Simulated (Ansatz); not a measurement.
Input file:

```
crystal:
  periodic: [false, false, false]
  atoms:
    - { symbol: Sn, position_ang: [0.000498, 0.0, -0.310234] }
    - { symbol: Cl, position_ang: [-0.00012, 0.0, 3.289697] }
    - { symbol: H, position_ang: [1.644508, 0.0, -0.799999] }
    - { symbol: H, position_ang: [-0.821518, 1.42375, -0.799974] }
    - { symbol: H, position_ang: [-0.821518, -1.42375, -0.799974] }
    - { symbol: Cl, position_ang: [-5.0e-05, 0.0, 5.342284] }
magnetization:
  spin_polarized: true
  initial_magnetization: 1
basis:
  gaussian: { orbitals: def2-SVP }
hamiltonian:
  xc: pbe0
relax:
  f_tol: 0.03
  max_steps: 50
output:
  orbitals: {}
```

Run with:

```sh
ansatz run input.yaml --threads 2 --pin off --max-ram 3072MiB --backend cpu --events-out ev --progress --plain --runs-dir out
```

The fields are those of the run's last geometry, not of the input's.

Core potentials replace the inner electrons of Sn.

These are results of UKS PBE0/def2-SVP in Ansatz, not measurements.

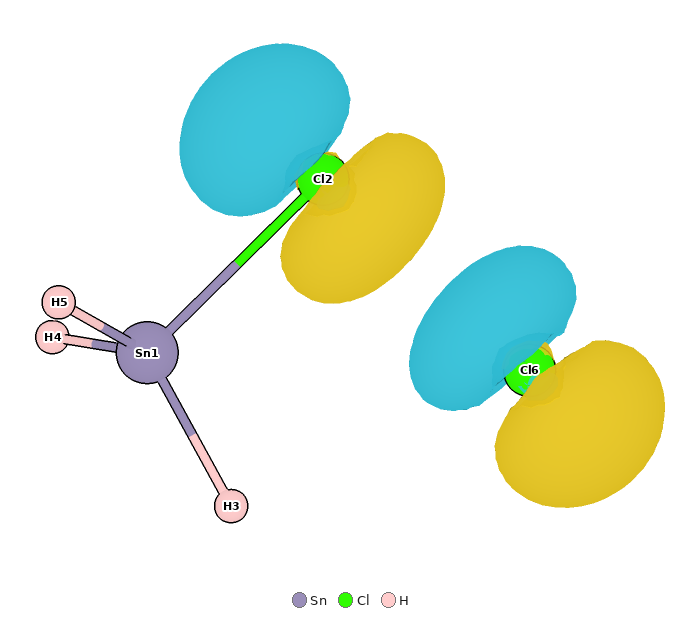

ClH3Sn···Cl (doublet). The HOMO (α) at ±0.15 Å⁻³ᐟ² (yellow and cyan are the two phases), seen across its widest extent.

Question: Describe this orbital and give its energy.

Answer: Its weight (Hirshfeld) is mainly on Cl6 (about 50 %) and Cl2 (about 45 %); largely a combination of lone pairs on Cl6 and Cl2. Its energy is −8.14 eV.
